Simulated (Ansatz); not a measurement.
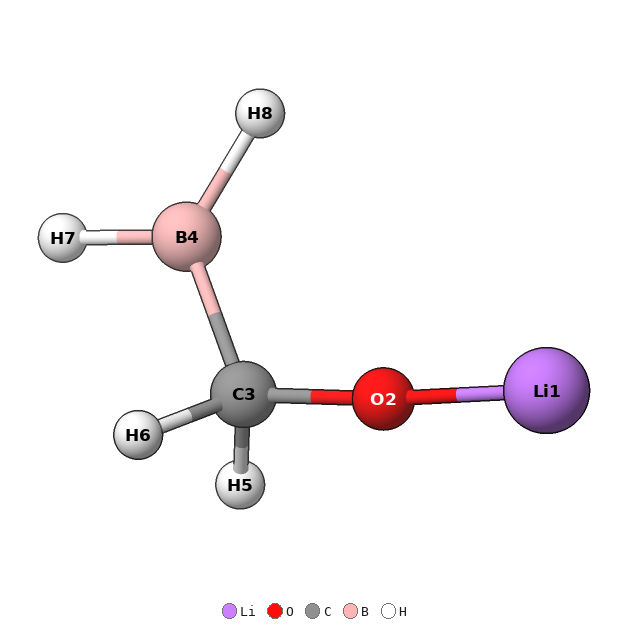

The atoms are numbered. Computed geometry: PBE0-D4/def2-TZVP optimisation. No frequency run is at hand to confirm it as a minimum.

### What is the geometry at O2?

O2 has 2 neighbours (Li1 at 1.58, C3 at 1.37 Å); the arrangement is linear.

### What is the geometry at C3?

C3 has 4 neighbours (O2 at 1.37, B4 at 1.55, H5 at 1.12, H6 at 1.12 Å); the arrangement is tetrahedral.

### What is the geometry at B4?

B4 has 3 neighbours (C3 at 1.55, H7 at 1.20, H8 at 1.20 Å); the arrangement is trigonal planar.
